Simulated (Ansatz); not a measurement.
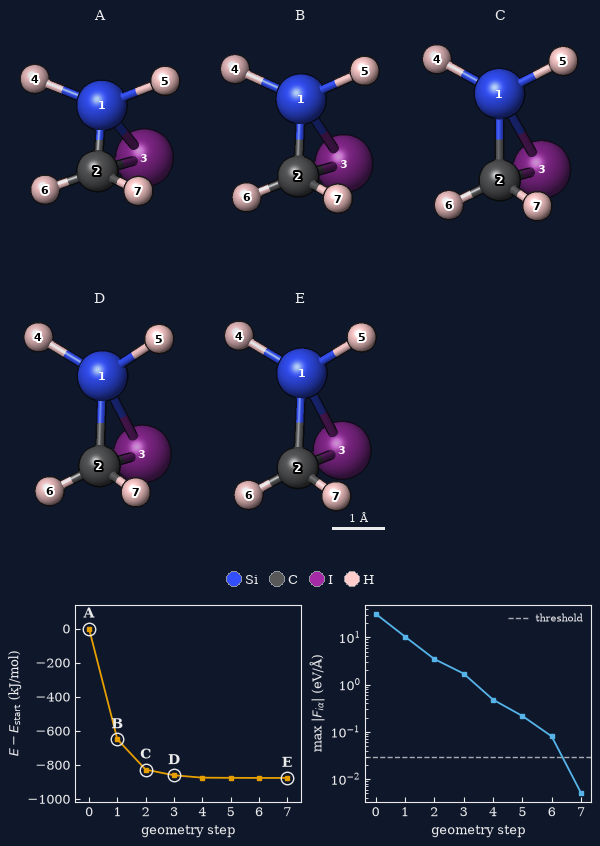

Frames of a relaxation of CH$_{4}$ISi (charge +1), marked on the history of the run. The picture is a ball-and-stick view, seen at a tilt.

It is one of the separated reactants of a reaction.

Computed with RKS PBE-D4/def2-SVP in Ansatz 0.2.0.

Input file:
```yaml
crystal:
  periodic: [false, false, false]
  atoms:
    - {symbol: Si, position_ang: [-0.489825, 0.229932, -0.402891]}
    - {symbol: C, position_ang: [0.407737, 0.175947, 0.535638]}
    - {symbol: I, position_ang: [0.515164, -1.960518, -0.513202]}
    - {symbol: H, position_ang: [-1.811134, -0.064525, 0.182279]}
    - {symbol: H, position_ang: [0.091894, 0.897409, -1.582337]}
    - {symbol: H, position_ang: [-0.036288, 0.017449, 1.520217]}
    - {symbol: H, position_ang: [1.322452, 0.704306, 0.260296]}
basis:
  gaussian: {orbitals: def2-SVP}
total_charge: 1
hamiltonian: {xc: pbe, dispersion: d4}
relax: {f_tol: 0.03, max_steps: 250}
```

Launched with:
```bash
ansatz run in.yaml --threads 2 --pin off --events-out ev --progress --plain --max-ram 4352MiB
```

### What happens along the run?

Over 7 geometry steps the energy falls by 876.2 kJ/mol. The largest force component goes from 32 to 0.0051 eV/Å. The largest moves after the best rigid fit, 0.52 Å, are those of H4 and H5. Largest moves by element: H 0.52 Å, Si 0.30 Å, C 0.27 Å, I 0.22 Å. Near-neighbour distances that change, for instance: Si1–H6 1.987 → 2.599 Å, Si1–C2 1.300 → 1.859 Å, Si1–I3 2.413 → 2.570 Å, C2–I3 2.382 → 2.254 Å. Among the angles between lasting bonds that change: H4–Si1–H5 139.6° → 121.8°, H6–C2–H7 129.7° → 114.5°, C2–Si1–I3 73.0° → 58.6°. From step 0 to 1: H atoms move most (0.19 Å), energy −649.5 kJ/mol. From step 1 to 2: H atoms move most (0.20 Å), energy −177.9 kJ/mol. From step 2 to 3: Si1 moves most (0.15 Å), energy −33.0 kJ/mol. From step 3 to 7: C and I atoms move most (0.09 Å), energy −15.8 kJ/mol.

| step | E − E(0), kJ/mol | largest force component, eV/Å |
| --- | --- | --- |
| 0 | 0.00 | 31.5595 |
| 1 | -649.54 | 10.3771 |
| 2 | -827.40 | 3.4749 |
| 3 | -860.39 | 1.7066 |
| 4 | -874.59 | 0.4806 |
| 5 | -875.57 | 0.2169 |
| 6 | -876.10 | 0.0804 |
| 7 | -876.17 | 0.0051 |
